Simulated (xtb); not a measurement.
Potential energy surface of H3O (cation, charge +1), singlet: map of symmetric stretch and umbrella angle. Scanned: O-H bond length and angle between the O-H bonds and the threefold axis (90 = planar).

Method: GFN1-xTB in xtb 6.7.1.

Energy in kJ/mol above the lowest grid point; x is the O-H bond length (Å), y the angle between the O-H bonds and the threefold axis (90 = planar) (°).

```csv
y \ x,0.86,0.91,0.95,1,1.04,1.09,1.13,1.18,1.23
130,244.7,151.8,115.1,102.5,112.0,141.5,175.6,228.0,288.5
126,200.5,110.1,75.3,64.8,75.8,107.0,142.5,196.5,258.6
122,167.1,79.0,45.8,37.2,49.6,82.5,119.1,174.5,237.8
118,142.7,56.9,25.2,18.4,32.1,66.5,104.2,160.7,225.0
114,125.8,42.1,12.0,7.0,21.9,57.7,96.4,153.9,219.0
110,115.0,33.2,4.7,1.3,17.6,54.6,94.2,152.7,218.4
106,108.6,28.8,1.7,0.0,17.4,55.8,96.2,155.6,221.9
102,105.5,27.4,1.5,1.3,19.8,59.3,100.5,160.6,227.5
98,104.3,27.5,2.6,3.6,23.0,63.5,105.4,166.1,233.5
94,104.0,28.1,3.9,5.7,25.6,66.7,109.1,170.3,238.1
90,104.0,28.4,4.4,6.5,26.6,68.0,110.4,171.9,239.8
```

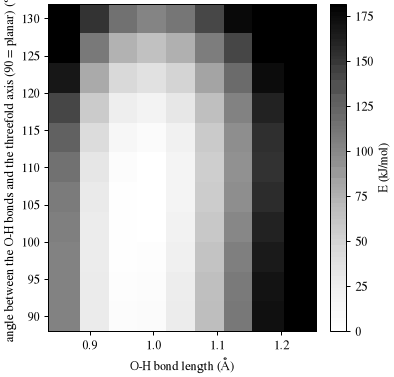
Figure. Energy surface, cut off at 182 kJ/mol.

Points that lie below all their neighbours on the grid: x = 1, y = 106 (0.0 kJ/mol).
